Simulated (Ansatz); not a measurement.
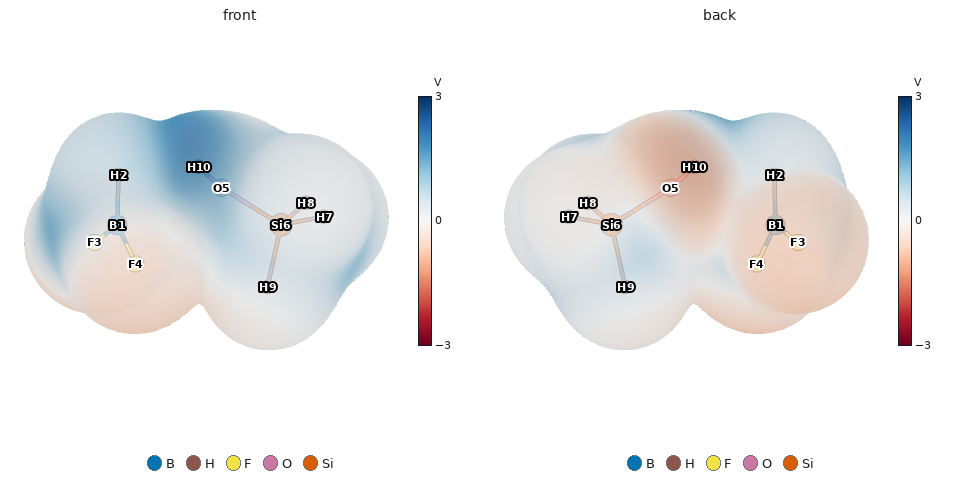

*BF2H···H4OSi. The molecular electrostatic potential painted on the density surface at 0.001 e/bohr³, seen from the front and from behind; red is negative and blue positive.*

Not at a stationary point (largest force 1.0 eV/Å).

All numbers below come from RKS B3LYP/def2-SVP in Ansatz.

```xyz
10

B     0.1177    0.4930    0.0255
H     0.1003    0.4246    1.2184
F     1.2237    0.8032   -0.6189
F    -0.9998    0.3330   -0.6621
O     0.1719   -2.0311    0.6737
Si   -0.7451   -3.2068   -0.1042
H     0.1107   -4.4181   -0.2202
H    -1.9800   -3.5284    0.6739
H    -1.1281   -2.7399   -1.4629
H    -0.2260   -1.4109    1.3238
```

Question: Which sites attract a positive test charge, and which a negative one?

Answer: A positive charge is drawn to the negative regions and a negative charge to the positive ones. The most negative region (about −1.0 V) lies over O5, the most positive (about +2.0 V) over H10. O5 is the likeliest acceptor of a hydrogen bond.
